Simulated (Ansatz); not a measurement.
# C2H6AlNSe: a ladder of functionals and wavefunction methods

Aim: compute C2H6AlNSe with functionals from several rungs and with coupled cluster, and see how far each lands from CCSD(T) at the basis-set limit for the atomisation energy.

The runs use Ansatz 0.2.0, Gaussian basis; functionals in def2-TZVPP, the program's frozen cores in correlated methods.

Plan: PBE-D4, r2SCAN-D4, PBE0-D4, B3LYP-D4, ωB97X-V, ωB97M-V, B2PLYP; CCSD(T)/def2-TZVPP; MP2/def2-QZVPP; extrapolation to the limit.

## (1) The relaxed structure

All runs share one geometry, relaxed beforehand with PBE0-D4 in a triple-zeta def2 set.

SMILES `[NH2][AlH][CH2]C=[Se]`, 11 atoms, charge 0, spin multiplicity 1.

Atoms are counted from 1 here; the program's logs count them from 0.

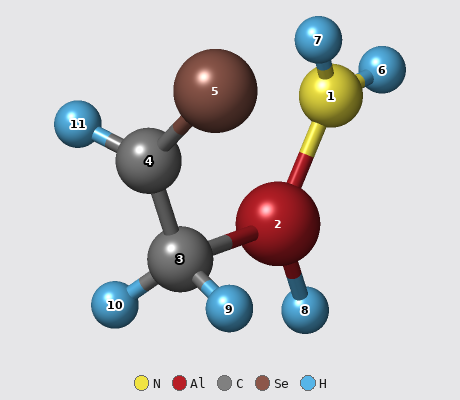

The structure; nitrogen yellow, aluminium red, carbon grey, selenium brown, hydrogen blue; atoms are numbered from 1 in the order of the file.

## (2) PBE-D4 (GGA)

Input file in.yaml:

```yaml
crystal:
  periodic: [false, false, false]
  atoms:
    - {symbol: N, position_ang: [-1.847936, 0.514628, -0.173901]}
    - {symbol: Al, position_ang: [-0.684313, -0.637499, -0.805261]}
    - {symbol: C, position_ang: [1.206599, -0.535579, -0.166662]}
    - {symbol: C, position_ang: [1.217362, 0.306897, 1.003256]}
    - {symbol: Se, position_ang: [1.371133, 2.073436, 1.048801]}
    - {symbol: H, position_ang: [-2.817057, 0.570492, -0.440751]}
    - {symbol: H, position_ang: [-1.604251, 1.266743, 0.452418]}
    - {symbol: H, position_ang: [-1.107134, -1.748121, -1.846099]}
    - {symbol: H, position_ang: [1.732705, -0.098778, -1.021828]}
    - {symbol: H, position_ang: [1.535517, -1.562807, 0.016839]}
    - {symbol: H, position_ang: [1.062776, -0.206511, 1.953687]}
basis:
  gaussian: {orbitals: def2-TZVPP}
hamiltonian: {xc: pbe, dispersion: d4}
output: {forces: true, orbitals: {seedname: orbitals}}
```

Run with:

```console
$ ansatz run in.yaml --threads 4 --pin off --events-out ev --progress --plain --max-ram 10444MiB
```

After this run come: r2SCAN-D4 (meta-GGA); PBE0-D4 (hybrid); B3LYP-D4 (hybrid); ωB97X-V (range-separated); ωB97M-V (range-separated); B2PLYP (double hybrid); CCSD(T) in def2-TZVPP; MP2 in def2-QZVPP.

**Question.** What will the summary of the whole plan be? Wanted: atomisation energy, CCSD(T)/CBS; farthest; mean size of error, hybrid; mean size of error, range-separated; gap, smallest and largest; T1 diagnostic; triples share of the correlation energy.

**Answer**, as computed:

| quantity | value |
| --- | --- |
| atomisation energy, CCSD(T)/CBS | 39.987 eV |
| functionals within 0.400 eV (1.0 %) | r2SCAN-D4, PBE0-D4, B3LYP-D4, ωB97X-V, ωB97M-V |
| farthest | PBE-D4 (+0.837 eV) |
| mean size of error, hybrid | 0.012 eV |
| mean size of error, range-separated | 0.051 eV |
| gap, smallest and largest | 1.95 eV (PBE-D4), 8.24 eV (ωB97X-V) |
| T1 diagnostic | 0.0165 |
| triples share of the correlation energy | 4.2 % |

**Reading.** PBE-D4 is off by +0.837 eV. Double hybrids carry the basis error of their MP2 part in triple zeta, and no dispersion term here, so their miss is partly the set-up's. The reference freezes the cores and leaves out relativity and excitations past (T), and its outer-core shells are covered unevenly, so misses under about 0.400 eV can't be ranked. All levels share the lack of spin-orbit coupling, which lowers the free heavy atoms and so the true binding. Hartree-Fock recovers 70 % of the binding; the rest is correlation. Orbital gaps span 1.9 to 8.2 eV; exact exchange widens them. The restricted reference is unstable towards a spin-broken one. Correlated methods include outer-core shells of Se, which these sets cover unevenly.
